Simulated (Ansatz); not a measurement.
# GeH2 (SMILES [GeH2]) at B2PLYP/def2-TZVPPD

What is the electronic atomisation energy of GeH2 at B2PLYP/def2-TZVPPD? 

The results are computed with Ansatz 0.2.0.

34 further runs of the same task are left out: 34 set aside as unsound or not needed.

### 1 The molecule

GeH2: 3 atoms, total charge 0, spin state singlet. SMILES: `[GeH2]`. The coordinates come from a PBE0-D4/def2-TZVP relaxation.

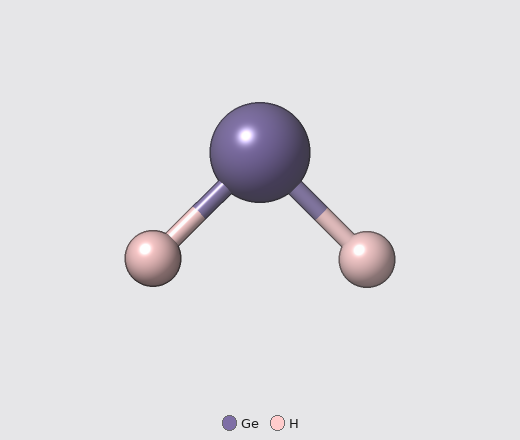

Viewed from a chosen angle; germanium purple, hydrogen pink.

### 2 A single-point energy at B2PLYP/def2-TZVPPD

The input, input.yaml:

```yaml
crystal:
  periodic: [false, false, false]
  atoms:
    - {symbol: Ge, position_ang: [-0.570100, 0.405100, -0.263700]}
    - {symbol: H, position_ang: [0.783000, 0.743600, 0.509000]}
    - {symbol: H, position_ang: [-0.212900, -1.148700, -0.245300]}
basis:
  gaussian:
    orbitals: def2-TZVPPD.json
hamiltonian:
  xc: {name: B2PLYP}
correlation:
  frozen_orbitals: {Ge: 9, H: 0}
accuracy: high
output:
  orbitals: {seedname: orbitals}
```

The basis set def2-TZVPPD is read from a file made from the Basis Set Exchange's data (not shown).

Started as:

```console
$ ansatz run input.yaml --threads 1 --pin off --max-ram 3480MiB --events-out events.jsonl --progress --plain --runs-dir runs
```

Standard output:

```text
Warning: RAYON_NUM_THREADS=1 ignored (pool sized by the plan → 1); use --threads N
Functional definition: B2PLYP
  name "B2PLYP"
  parameter a = 0.53
  parameter c = 0.27
  exchange = (1 - a)*b88_x + a*exact_x
  correlation = (1 - c)*lyp_c + c*(mp2_os + mp2_ss)
1286 factors; integrals over basis functions are off by at most 4.5e-9 eV
mean field evaluation 1: about -56536.6406 eV, gradient 1.0e1 eV
mean field evaluation 2: about -56536.6559 eV, gradient 1.0e1 eV
mean field evaluation 4: about -56536.9031 eV, gradient 1.5e0 eV
mean field evaluation 8: about -56536.9054 eV, gradient 3.2e-2 eV
mean field evaluation 16: about -56536.9054 eV, gradient 1.0e-6 eV
mean field -56536.90542316 eV, -2077.6929522104 hartree, gradient 4.7e-8 eV, S^2 0.000000; 0 other end points of the search recorded, 0 dependent functions left out
9 core orbitals not correlated: weight in the atoms' cores, before any rotation towards them, 1.000 or more for the frozen orbitals, at most 0.000 for the correlated occupied ones
reference -56536.90544162 eV, -2077.6929528887 hartree; 8, 8 occupied and 71, 71 virtual orbitals, 1286 factors
second order -8.01919930 eV of doubles, -0.00000000 eV of singles
Total energy: -56539.07062543 eV, -2077.7725219262 hartree
```

Run time: 4.5 s. Hardware: 1 thread of Arm Neoverse V2, shared host; peak memory 0.2 GiB.

### 3 The Ge atom

The input, input.yaml:

```yaml
crystal:
  periodic: [false, false, false]
  atoms:
    - {symbol: Ge, position_ang: [0.000000, 0.000000, 0.000000]}
basis:
  gaussian:
    orbitals: def2-TZVPPD.json
magnetization:
  spin_polarized: true
  initial_magnetization: 2
hamiltonian:
  xc: {name: B2PLYP}
correlation:
  frozen_orbitals: {Ge: 9}
accuracy: high
```

The basis set def2-TZVPPD is read from a file made from the Basis Set Exchange's data (not shown).

Run the same way, it converges to -2076.55103 Eh (log not shown).

### 4 The H atom, same level

The input, input.yaml:

```yaml
crystal:
  periodic: [false, false, false]
  atoms:
    - {symbol: H, position_ang: [0.000000, 0.000000, 0.000000]}
basis:
  gaussian:
    orbitals: def2-TZVPPD.json
magnetization:
  spin_polarized: true
  initial_magnetization: 1
hamiltonian:
  xc: {name: B2PLYP}
correlation:
  frozen_orbitals: {H: 0}
accuracy: high
```

The basis set def2-TZVPPD is read from a file made from the Basis Set Exchange's data (not shown).

Run the same way, it converges to -0.49861 Eh (log not shown).

### 5 Outcome

Level: B2PLYP/def2-TZVPPD, 9 core orbitals frozen.

| quantity | value |
| --- | --- |
| molecule: total energy | -2077.77252 Eh |
| molecule: HOMO energy (SCF part's orbitals) | -7.77 eV |
| molecule: LUMO energy (SCF part's orbitals) | -1.85 eV |
| molecule: HOMO–LUMO gap (SCF part's orbitals) | 5.92 eV |
| Ge atom: total energy | -2076.55103 Eh |
| Ge atom: ⟨S²⟩ | 2.005 |
| H atom: total energy | -0.49861 Eh |
| H atom: ⟨S²⟩ | 0.750 |
| electronic atomisation energy | 6.102 eV |

What this shows: Taking the molecule apart into free atoms costs 6.10 eV (589 kJ/mol), before zero-point energy and without spin-orbit coupling.
